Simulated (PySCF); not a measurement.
SMILES O=C(O)C(=O)O, singlet at its CAM-B3LYP/def2-SVP optimised geometry (Å):

```
8

O     -1.5974     0.7185     0.0000
C     -0.2701     0.7185     0.0000
O      0.4200     1.6946     0.0002
C      0.2700    -0.7184    -0.0026
O      1.5971    -0.7180     0.0165
O     -0.4197    -1.6946    -0.0185
H     -1.8850     1.6464     0.0000
H      1.8850    -1.6458     0.0139
```

Calculation: PySCF with CAM-B3LYP/def2-TZVP. Cells within 0.4 Å of a nucleus heavier than hydrogen are left out (blank, or x).

Map of the Laplacian of the electron density (e/bohr⁵), clipped to [-1.50, 1.50] on the plane z = 0.0 Å:

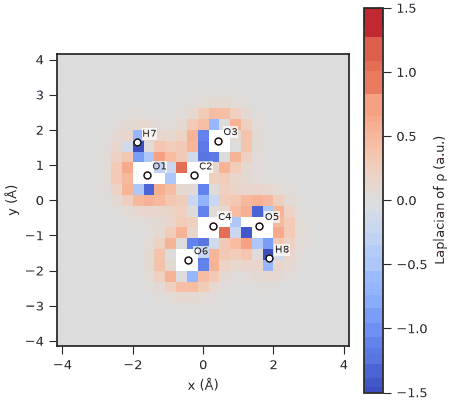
Laplacian of the electron density (e/bohr⁵), clipped to [-1.50, 1.50] on the plane z = 0.0 Å.
